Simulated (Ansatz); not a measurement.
# Resistivity from frozen vibrations: Pd(111) with 4 thermally displaced layers, 2x2, part 2 of 2

How much do lattice vibrations at 80 K scatter the electrons of Pd? Layers with random displacements are laid between perfect leads, and the resistance is followed against their length.

Ansatz 0.2.0; Ansatz plane-wave DFT, PBE, PAW files; ballistic transport by layer matching (Landauer), zero bias; PAW set soft_1.

So far, open channels per spin nearest the Fermi level: step 2 (with 4 displaced layers) 5.23.

## Step 3: With 8 displaced layers

System of this step: Pd(111) with 8 thermally displaced layers, 2x2. The cell holds 56 atoms: 56 Pd. Its edges and angles: a = 5.501 Å, b = 5.501 Å, c = 31.481 Å, α = 87.5°, β = 92.5°, γ = 120.0°. It derives from Pd. Regions: lead, 24 atoms (24 Pd); scattering region, 32 atoms (32 Pd). The structure is stacked along c, and the current runs across the ab planes.

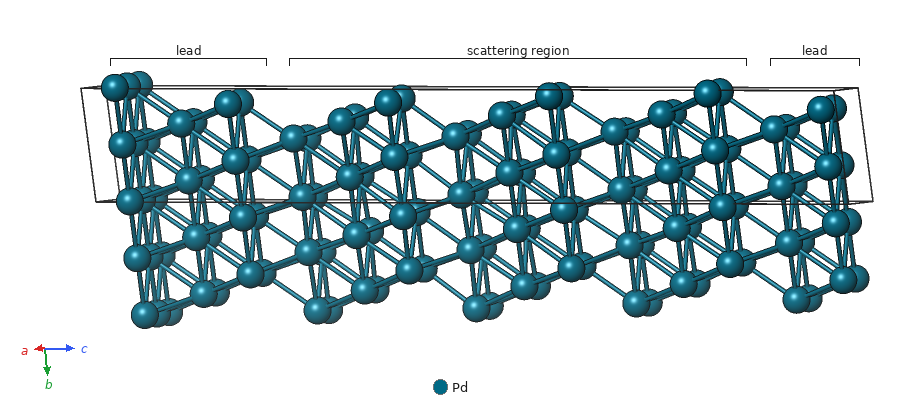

The cell of this step (palladium blue). 1×2×1 cells are drawn. Some periodic images of atoms are drawn too.

input.yaml

```yaml
crystal:
  lattice:
    - [5.5010079149, 0.0, 0.0]
    - [-2.7505039575, 4.7640126007, 0.0]
    - [-1.3752519787, 0.7940021001, 31.4408790793]
  atoms:
    - { symbol: Pd, position: [0.005952381, 0.994047619, 0.0357142857] }
    - { symbol: Pd, position: [0.005952381, 0.494047619, 0.0357142857] }
    - { symbol: Pd, position: [0.505952381, 0.994047619, 0.0357142857] }
    - { symbol: Pd, position: [0.505952381, 0.494047619, 0.0357142857] }
    - { symbol: Pd, position: [0.1845238095, 0.3154761905, 0.1071428571] }
    - { symbol: Pd, position: [0.1845238095, 0.8154761905, 0.1071428571] }
    - { symbol: Pd, position: [0.6845238095, 0.3154761905, 0.1071428571] }
    - { symbol: Pd, position: [0.6845238095, 0.8154761905, 0.1071428571] }
    - { symbol: Pd, position: [0.3630952381, 0.1369047619, 0.1785714286] }
    - { symbol: Pd, position: [0.3630952381, 0.6369047619, 0.1785714286] }
    - { symbol: Pd, position: [0.8630952381, 0.1369047619, 0.1785714286] }
    - { symbol: Pd, position: [0.8630952381, 0.6369047619, 0.1785714286] }
    - { symbol: Pd, position: [0.0619626989, 0.9702372996, 0.2504935502] }
    - { symbol: Pd, position: [0.0322599708, 0.4581416361, 0.2509066064] }
    - { symbol: Pd, position: [0.5333969425, 0.9618356448, 0.2505936512] }
    - { symbol: Pd, position: [0.5416121741, 0.4476932543, 0.2490861742] }
    - { symbol: Pd, position: [0.2118626247, 0.2686996511, 0.3238306768] }
    - { symbol: Pd, position: [0.2177634185, 0.782819742, 0.321071477] }
    - { symbol: Pd, position: [0.7388996101, 0.2916502662, 0.3223032454] }
    - { symbol: Pd, position: [0.7032398221, 0.7800787471, 0.3223727571] }
    - { symbol: Pd, position: [0.4043374757, 0.0951393251, 0.3953733807] }
    - { symbol: Pd, position: [0.3855876449, 0.5949459035, 0.3941484675] }
    - { symbol: Pd, position: [0.908365297, 0.1193974524, 0.393117492] }
    - { symbol: Pd, position: [0.8918398379, 0.598000406, 0.391350246] }
    - { symbol: Pd, position: [0.07030261, 0.9282310277, 0.4650883171] }
    - { symbol: Pd, position: [0.0845491001, 0.4153525763, 0.4666184089] }
    - { symbol: Pd, position: [0.582187729, 0.9370682608, 0.4636880275] }
    - { symbol: Pd, position: [0.5729513537, 0.4246582517, 0.4657101737] }
    - { symbol: Pd, position: [0.2542462155, 0.2390196541, 0.5338620317] }
    - { symbol: Pd, position: [0.2474085026, 0.748401409, 0.5370811012] }
    - { symbol: Pd, position: [0.7499604882, 0.2340546079, 0.5369199762] }
    - { symbol: Pd, position: [0.742739366, 0.7374055765, 0.5365719251] }
    - { symbol: Pd, position: [0.4183898627, 0.0691315478, 0.6063395983] }
    - { symbol: Pd, position: [0.4350879141, 0.5647397048, 0.6074219816] }
    - { symbol: Pd, position: [0.936874117, 0.0582371279, 0.6091052646] }
    - { symbol: Pd, position: [0.9443681371, 0.5728980895, 0.60875156] }
    - { symbol: Pd, position: [0.1231758126, 0.8945805324, 0.678675825] }
    - { symbol: Pd, position: [0.10104089, 0.3858510424, 0.6775087119] }
    - { symbol: Pd, position: [0.6029121974, 0.8893912364, 0.6777862492] }
    - { symbol: Pd, position: [0.6002754667, 0.3773367758, 0.6789421185] }
    - { symbol: Pd, position: [0.300521157, 0.2203897844, 0.7499807835] }
    - { symbol: Pd, position: [0.3065451662, 0.7208492343, 0.7515884041] }
    - { symbol: Pd, position: [0.778674308, 0.219453731, 0.7504690227] }
    - { symbol: Pd, position: [0.7967914128, 0.7116287048, 0.7505285961] }
    - { symbol: Pd, position: [0.4702380952, 0.0297619048, 0.8214285714] }
    - { symbol: Pd, position: [0.4702380952, 0.5297619048, 0.8214285714] }
    - { symbol: Pd, position: [0.9702380952, 0.0297619048, 0.8214285714] }
    - { symbol: Pd, position: [0.9702380952, 0.5297619048, 0.8214285714] }
    - { symbol: Pd, position: [0.1488095238, 0.8511904762, 0.8928571429] }
    - { symbol: Pd, position: [0.1488095238, 0.3511904762, 0.8928571429] }
    - { symbol: Pd, position: [0.6488095238, 0.8511904762, 0.8928571429] }
    - { symbol: Pd, position: [0.6488095238, 0.3511904762, 0.8928571429] }
    - { symbol: Pd, position: [0.3273809524, 0.1726190476, 0.9642857143] }
    - { symbol: Pd, position: [0.3273809524, 0.6726190476, 0.9642857143] }
    - { symbol: Pd, position: [0.8273809524, 0.1726190476, 0.9642857143] }
    - { symbol: Pd, position: [0.8273809524, 0.6726190476, 0.9642857143] }
kpoints:
  mp_grid: { grid: [5, 5, 1] }
hamiltonian:
  xc: pbe
  pseudopotentials: { kind: paw, azcp: { folder: soft_1 } }
scf:
  occupations: { method: fermi_dirac, width: 0.1 }
output:
  transmission:
    leads: [[0, 4]]
    kmesh: [10, 10]
    e_range: [-0.05, 0.05]
    de: 0.05
  write_potential: true
  write_density: true
  volumetric_format: npy
```

Run with:

```
> ansatz run input.yaml --threads 4 --pin off --max-ram 15360MiB --backend cpu --events-out ev --progress --plain --runs-dir out
```

Numbers of over 12 decimals in the logs are rounded to 6 here.

What it wrote:

```text
[...]
Crystal: 56 atoms, lattice volume = 823.967 Å³
Basis set: ecut = 420 eV, 16079 PW (Γ)
Bands: 605, of which v1, the nominal top of the filled ones, is band 504 counted from 1 (503 counted from 0)
Symmetry: 1 space group operations
[...]
k-points: 13 of 25 (time reversal used)
[...]
SCF iter   1: F=—  HF=-390533.398177 eV  |F-HF|=—  |Δ(HF+E_count)|=         —  Δρ=1.53e-1  dr2=1.93e2  ethr=3.10e-3  ⟨swp⟩=5.0  Hψ=25379  notcnv=0  defer=81
[...]
SCF iter  11: F=-390483.122507 eV  HF=-390483.122507 eV  |F-HF|=4.25e-9  |Δ(HF+E_count)|=  5.82e-10  Δρ=3.56e-7  dr2=5.08e-9  ethr=9.92e-12  ⟨swp⟩=8.5  Hψ=20886  notcnv=0
SCF 1 converged in 11 iterations: F = -390483.122507 eV  dr2 = 5.08e-9
[...]
transmission: 262 of 2600 steps passed
transmission: 522 of 2600 steps passed
[...]
transmission: 2600 of 2600 steps passed
SCF converged after 11 iterations
Free energy (F): -390483.122507 eV
[...]
Internal energy: -390479.791650 eV  (E = F + TS)
E sigma→0 (E₀):  -390481.457079 eV
Entropy (-TS):   -3.330856 eV (-59.480 meV/atom)
Fermi energy:    19.745596 eV
[...]
--- Band table (eV; the first three rows and the last of 13) ---
  k-point 0: bands = [... 500 lower, 19.8659, 19.8670, 19.8733, 19.8814, 19.8849, 19.8899, 19.8977, 19.9238, ... 97 higher]
  k-point 1: bands = [... 500 lower, 19.6931, 19.7039, 19.7105, 19.7305, 19.7771, 19.7872, 19.8425, 19.8736, ... 97 higher]
  k-point 2: bands = [... 500 lower, 19.6997, 19.7099, 19.7216, 19.7375, 19.7416, 19.7480, 19.7713, 19.7765, ... 97 higher]
  k-point 12: bands = [... 500 lower, 19.6256, 19.6727, 19.6765, 19.6937, 19.7305, 19.7426, 19.7620, 19.7996, ... 97 higher]
--- Transmission ---
  basis      : 235 plane waves across, 50 finite elements along
  points     : 52, standing for a mesh of 10 x 10
[...]
channels       : 5.230000e0 a spin
[...]
junction   : crystal 0 to crystal 0, 0.70 to 29.89 Å
    transmission   : 4.506094e0 a spin
[...]
```

Elapsed: 5.7 min, on 4 threads of Intel Xeon 6975P-C (Granite Rapids), shared host; peak memory 9.5 GiB.

Numbers from this step:

* free energy: -390483.1225 eV
* energy at zero smearing: -390481.4571 eV
* Fermi energy: 19.75 eV
* transmission per spin nearest the Fermi level: 4.506
* step of the lead's potential: 3.1 meV

Per spin. Table of transmission, zone mean by energy, zero at the Fermi level:

| energy (eV) | transmission, zone mean |
| --- | --- |
| -0.0500 | 5.08 |
| 0.0000 | 4.51 |
| 0.0500 | 3.84 |

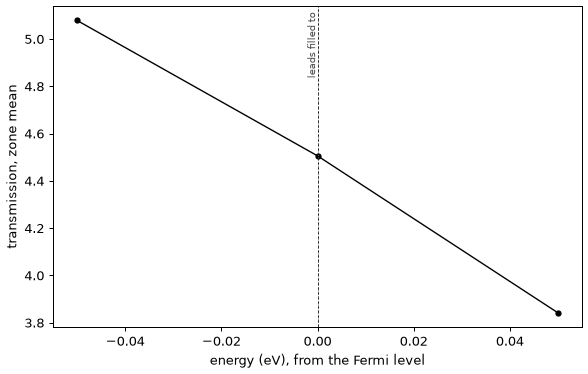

Transmission, zone mean, plotted against energy.

Over the solved energies the transmission per spin lies between 3.84 and 5.08, out of 5.25 channels of the lead on average (up to 6.13).

## Step 4: With 12 displaced layers

System of this step: Pd(111) with 12 thermally displaced layers, 2x2. The cell holds 72 atoms: 72 Pd. Its edges and angles: a = 5.501 Å, b = 5.501 Å, c = 40.424 Å, α = 90.0°, β = 90.0°, γ = 120.0°. It derives from Pd. Regions: lead, 24 atoms (24 Pd); scattering region, 48 atoms (48 Pd). The structure is stacked along c, and the current runs across the ab planes.

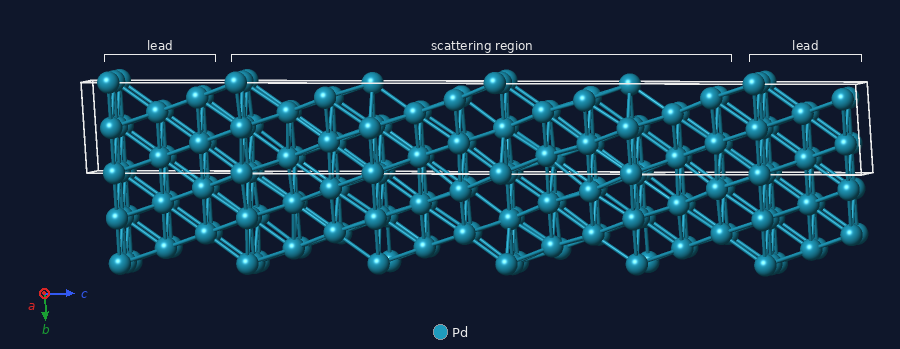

The cell of this step (palladium blue). 1×2×1 cells are drawn. Some periodic images of atoms are drawn too.

input.yaml

```yaml
crystal:
  lattice:
    - [5.5010079149, 0.0, 0.0]
    - [-2.7505039575, 4.7640126007, 0.0]
    - [0.0, 0.0, 40.4239873877]
  atoms:
    - { symbol: Pd, position: [0.0, 0.0, 0.0277777778] }
    - { symbol: Pd, position: [0.0, 0.5, 0.0277777778] }
    - { symbol: Pd, position: [0.5, 0.0, 0.0277777778] }
    - { symbol: Pd, position: [0.5, 0.5, 0.0277777778] }
    - { symbol: Pd, position: [0.1666666667, 0.3333333333, 0.0833333333] }
    - { symbol: Pd, position: [0.1666666667, 0.8333333333, 0.0833333333] }
    - { symbol: Pd, position: [0.6666666667, 0.3333333333, 0.0833333333] }
    - { symbol: Pd, position: [0.6666666667, 0.8333333333, 0.0833333333] }
    - { symbol: Pd, position: [0.3333333333, 0.1666666667, 0.1388888889] }
    - { symbol: Pd, position: [0.3333333333, 0.6666666667, 0.1388888889] }
    - { symbol: Pd, position: [0.8333333333, 0.1666666667, 0.1388888889] }
    - { symbol: Pd, position: [0.8333333333, 0.6666666667, 0.1388888889] }
    - { symbol: Pd, position: [0.0008855815, 0.9967287634, 0.1924018442] }
    - { symbol: Pd, position: [0.9954775957, 0.4926745625, 0.1956046785] }
    - { symbol: Pd, position: [0.4981011176, 0.0007608178, 0.1935318587] }
    - { symbol: Pd, position: [0.4959169977, 0.4998948844, 0.192848961] }
    - { symbol: Pd, position: [0.1685566478, 0.3323665611, 0.2487263848] }
    - { symbol: Pd, position: [0.1500749892, 0.8380094344, 0.2496803566] }
    - { symbol: Pd, position: [0.6614070153, 0.3311809538, 0.2519511281] }
    - { symbol: Pd, position: [0.6666683139, 0.8341228056, 0.248402693] }
    - { symbol: Pd, position: [0.3505172289, 0.1750289095, 0.3067015804] }
    - { symbol: Pd, position: [0.3378869481, 0.6750213155, 0.305954] }
    - { symbol: Pd, position: [0.8374797918, 0.1652795374, 0.3039724109] }
    - { symbol: Pd, position: [0.8326364024, 0.6490309018, 0.3052978328] }
    - { symbol: Pd, position: [0.9936332035, 0.9904950801, 0.361769684] }
    - { symbol: Pd, position: [0.9964278877, 0.4960182595, 0.3616694878] }
    - { symbol: Pd, position: [0.5025680436, 0.0126595531, 0.3614886189] }
    - { symbol: Pd, position: [0.4873957074, 0.4822794236, 0.3597064164] }
    - { symbol: Pd, position: [0.1750146279, 0.3328721137, 0.416362554] }
    - { symbol: Pd, position: [0.1737919653, 0.8216429083, 0.4160375951] }
    - { symbol: Pd, position: [0.6656084596, 0.3386773758, 0.4159539448] }
    - { symbol: Pd, position: [0.6545099469, 0.8187035515, 0.4174500815] }
    - { symbol: Pd, position: [0.3375254356, 0.1623248354, 0.4723976703] }
    - { symbol: Pd, position: [0.3209801022, 0.6623664292, 0.4737023183] }
    - { symbol: Pd, position: [0.8449333334, 0.1877239676, 0.4713766763] }
    - { symbol: Pd, position: [0.8370226859, 0.6648847717, 0.4728299832] }
    - { symbol: Pd, position: [0.9973856208, 0.994885083, 0.5268458461] }
    - { symbol: Pd, position: [0.0238483642, 0.4992950554, 0.5256116255] }
    - { symbol: Pd, position: [0.4979703888, 0.0061798443, 0.5272407046] }
    - { symbol: Pd, position: [0.5153063414, 0.509136139, 0.5276141465] }
    - { symbol: Pd, position: [0.1583603534, 0.3241752951, 0.5825814795] }
    - { symbol: Pd, position: [0.1605274588, 0.844310539, 0.58504195] }
    - { symbol: Pd, position: [0.6513666245, 0.3225631432, 0.5814337248] }
    - { symbol: Pd, position: [0.6449027615, 0.8050213084, 0.5821063792] }
    - { symbol: Pd, position: [0.3419948658, 0.1635161103, 0.639806822] }
    - { symbol: Pd, position: [0.3374974113, 0.6827138823, 0.6391028746] }
    - { symbol: Pd, position: [0.8419498677, 0.1899301752, 0.6385403645] }
    - { symbol: Pd, position: [0.8246141073, 0.6685069311, 0.6388471751] }
    - { symbol: Pd, position: [0.0042166963, 0.9915999699, 0.6953088136] }
    - { symbol: Pd, position: [0.0036881683, 0.4939145107, 0.6946197894] }
    - { symbol: Pd, position: [0.5041328863, 0.0213803528, 0.6936881082] }
    - { symbol: Pd, position: [0.4915666201, 0.4902856533, 0.6940726658] }
    - { symbol: Pd, position: [0.1701192088, 0.3403311789, 0.749344259] }
    - { symbol: Pd, position: [0.1587451752, 0.8204230519, 0.7491112639] }
    - { symbol: Pd, position: [0.6931638939, 0.3428235159, 0.7491606504] }
    - { symbol: Pd, position: [0.651664457, 0.8244415978, 0.7499767012] }
    - { symbol: Pd, position: [0.330215291, 0.1598823553, 0.8041736096] }
    - { symbol: Pd, position: [0.3466188431, 0.6707834546, 0.8051532215] }
    - { symbol: Pd, position: [0.8291784661, 0.1618403775, 0.8024018662] }
    - { symbol: Pd, position: [0.8293676541, 0.6569094246, 0.804478544] }
    - { symbol: Pd, position: [0.0, 0.0, 0.8611111111] }
    - { symbol: Pd, position: [0.0, 0.5, 0.8611111111] }
    - { symbol: Pd, position: [0.5, 0.0, 0.8611111111] }
    - { symbol: Pd, position: [0.5, 0.5, 0.8611111111] }
    - { symbol: Pd, position: [0.1666666667, 0.3333333333, 0.9166666667] }
    - { symbol: Pd, position: [0.1666666667, 0.8333333333, 0.9166666667] }
    - { symbol: Pd, position: [0.6666666667, 0.3333333333, 0.9166666667] }
    - { symbol: Pd, position: [0.6666666667, 0.8333333333, 0.9166666667] }
    - { symbol: Pd, position: [0.3333333333, 0.1666666667, 0.9722222222] }
    - { symbol: Pd, position: [0.3333333333, 0.6666666667, 0.9722222222] }
    - { symbol: Pd, position: [0.8333333333, 0.1666666667, 0.9722222222] }
    - { symbol: Pd, position: [0.8333333333, 0.6666666667, 0.9722222222] }
kpoints:
  mp_grid: { grid: [5, 5, 1] }
hamiltonian:
  xc: pbe
  pseudopotentials: { kind: paw, azcp: { folder: soft_1 } }
scf:
  occupations: { method: fermi_dirac, width: 0.1 }
output:
  transmission:
    leads: [[0, 4]]
    kmesh: [10, 10]
    e_range: [-0.05, 0.05]
    de: 0.05
  write_potential: true
  write_density: true
  volumetric_format: npy
```

What it wrote:

```text
[...]
Crystal: 72 atoms, lattice volume = 1059.386 Å³
Basis set: ecut = 420 eV, 20709 PW (Γ)
Bands: 778, of which v1, the nominal top of the filled ones, is band 648 counted from 1 (647 counted from 0)
Symmetry: 1 space group operations
[...]
k-points: 13 of 25 (time reversal used)
[...]
SCF iter   1: F=—  HF=-502113.912848 eV  |F-HF|=—  |Δ(HF+E_count)|=         —  Δρ=1.53e-1  dr2=2.49e2  ethr=3.10e-3  ⟨swp⟩=5.0  Hψ=32996  notcnv=0  defer=103
[...]
SCF iter  11: F=-502049.379894 eV  HF=-502049.379894 eV  |F-HF|=1.09e-8  |Δ(HF+E_count)|=  5.82e-10  Δρ=3.48e-7  dr2=1.20e-8  ethr=7.72e-12  ⟨swp⟩=8.5  Hψ=30201  notcnv=0
SCF 1 converged in 11 iterations: F = -502049.379894 eV  dr2 = 1.20e-8
[...]
transmission: 334 of 3328 steps passed
transmission: 666 of 3328 steps passed
[...]
transmission: 3328 of 3328 steps passed
SCF converged after 11 iterations
Free energy (F): -502049.379894 eV
[...]
Internal energy: -502045.086366 eV  (E = F + TS)
E sigma→0 (E₀):  -502047.233130 eV
Entropy (-TS):   -4.293529 eV (-59.632 meV/atom)
Fermi energy:    19.744710 eV
[...]
--- Band table (eV; the first three rows and the last of 13) ---
  k-point 0: bands = [... 644 lower, 19.8361, 19.8590, 19.8627, 19.8664, 19.8739, 19.8800, 19.8833, 19.9277, ... 126 higher]
  k-point 1: bands = [... 644 lower, 19.6895, 19.6988, 19.7076, 19.7141, 19.7690, 19.8105, 19.8153, 19.8497, ... 126 higher]
  k-point 2: bands = [... 644 lower, 19.7088, 19.7214, 19.7307, 19.7356, 19.7404, 19.7438, 19.7471, 19.7516, ... 126 higher]
  k-point 12: bands = [... 644 lower, 19.6856, 19.6885, 19.6953, 19.6987, 19.7145, 19.7490, 19.7697, 19.7840, ... 126 higher]
--- Transmission ---
  basis      : 235 plane waves across, 64 finite elements along
  points     : 52, standing for a mesh of 10 x 10
[...]
channels       : 5.230000e0 a spin
[...]
junction   : crystal 0 to crystal 0, 0.70 to 38.88 Å
    transmission   : 4.134889e0 a spin
[...]
```

It took 10 min on 4 threads; peak memory 8.4 GiB.

This step gave:

- free energy: -502049.3799 eV
- energy at zero smearing: -502047.2331 eV
- Fermi energy: 19.74 eV
- transmission per spin nearest the Fermi level: 4.135
- step of the lead's potential: 7.6 meV

Per spin. The transmission, zone mean by energy, zero at the Fermi level:

| energy (eV) | transmission, zone mean |
| --- | --- |
| -0.0500 | 4.63 |
| 0.0000 | 4.13 |
| 0.0500 | 3.67 |

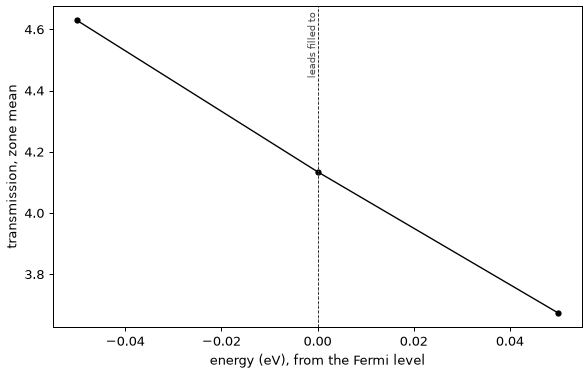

Transmission, zone mean, plotted against energy.

Over the solved energies the transmission per spin lies between 3.67 and 4.63, out of 5.33 channels of the lead on average (up to 6.25).

## Step 5: The fit

This step: Ansatz plane-wave DFT, PBE, PAW files; ballistic transport by layer matching (Landauer), zero bias; resistivity from the slope of the area resistance; PAW set soft_1 (Ansatz 0.2.0).

This step gave:

```yaml
resistivity: 7.630 µΩ cm
intercept: -0.02481 fΩ m²
scatter_about_the_fit: 5.73e-4 fΩ m²
```

Resistance, by row:

| run | length (Å) | T | channels N | RA (fΩ m²) |
| --- | --- | --- | --- | --- |
| n4 | 8.983 | 4.983 | 5.33 | 0.04414 |
| n8 | 17.97 | 4.476 | 5.25 | 0.1115 |
| n12 | 26.95 | 4.146 | 5.33 | 0.1812 |

Table of area resistance by length of the displaced region:

| length of the displaced region (Å) | area resistance (fΩ m²) |
| --- | --- |
| 8.98 | 0.0441 |
| 17.97 | 0.111 |
| 26.95 | 0.181 |

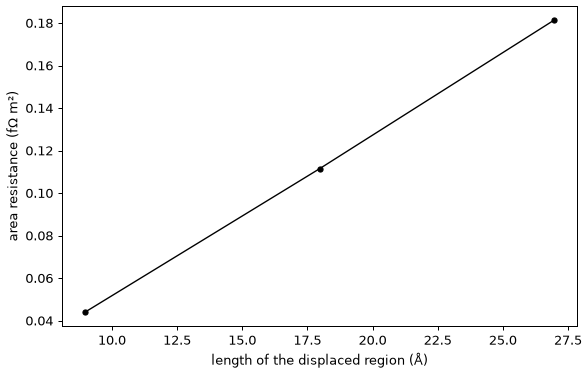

Area resistance against length of the displaced region.

The area resistance goes from 0.044 to 0.18 fΩ m² between 9.0 and 26.9 Å, a slope of 7.6 µΩ cm.

By hand from the end points: (0.1812 − 0.04414) fΩ m² / (26.95 − 8.98) Å = 7.6 µΩ cm, since 1 fΩ m² per Å is 1000 µΩ cm.

## Step 6: Summary of results

```yaml
resistivity_from_the_slope: 7.63 µΩ cm
area_resistance_over_8p98_a: 0.0441 fΩ m²
area_resistance_over_18p0_a: 0.111 fΩ m²
area_resistance_over_26p9_a: 0.181 fΩ m²
```

In words: The slope gives 7.6 µΩ cm. The points scatter by 5.7e-4 fΩ m² about the line, with one random draw a length in a 2x2 cell, so the slope is a rough value. The mean square of the displacements drawn is 0.78, 0.99 and 1.2 of the nominal one at the three lengths; with each resistance scaled back by that, the slope is 5.4 µΩ cm, the value used below. The lead's own channel count moves between the runs (5.33, 5.25 and 5.33), which shifts RA and the slope too. Read with a model of isotropic scattering on a spherical Fermi surface and the lead's 1.6×10¹⁵ S/m², this slope means a mean free path near 99 Å; over these lengths the model's slope is 1.13 times its bulk resistivity, which would be 4.8 µΩ cm. This far under the Debye temperature the model doesn't describe a real metal: frozen displacements count zero-point motion as scattering and turn electrons through all angles, while in the metal the short-wave phonons freeze out. The measured value is 1.75 µΩ cm (CRC Handbook of Chemistry and Physics, 84th ed., 2003, Electrical Resistivity of Pure Metals); the scaled slope is 3.1 times that and the corrected value 2.7: clearly high.

[Logs are printed without paths, hosts, clocks, repeated set-up lines and the standing remarks that a program may print on its own settings, such as how far it seeks lower states.]

[Hosts, paths, dates, database ids (printed as entryN), source tags and the programs' standing remarks are cut or masked in the printed files.]
